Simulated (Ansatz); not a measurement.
System: pyrite PtSb2. Method: PBE (PAW; Ansatz, a first-principles code).

Run with plane-wave cutoff 520 eV, 6×6×6 k mesh, Fermi–Dirac smearing 0.01 eV, scalar-relativistic PAW data made under PBE.

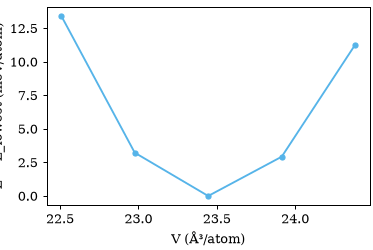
Fig. 1. Total energy against volume

### Question
From the curve, estimate the equilibrium volume and the bulk modulus.

### Answer
V0 ≈ 23.4 Å³/atom and B0 ≈ 100 GPa; the fit gives V0 = 23.447 Å³/atom, B0 = 105 GPa, B′ = 5.3.

Shape and atoms are relaxed at each volume.

Measured, for comparison: equilibrium volume per atom 22.26 Å³/atom (temperature not stated, no zero-point or thermal correction; as tabulated in Saeed et al. (2013), arXiv:1402.4256). Computed (rounded) less measured: equilibrium volume per atom +5.3 %.

Note: the gap of the solid is closed in this run; this level leaves the solid without a gap, although one is measured; the bulk modulus comes from volumes at which shape and atoms were relaxed.

Spin–orbit coupling is not included; it can open a gap where bands touch, and shift volumes and moduli.

The computed numbers hold no vibrational or temperature effects.
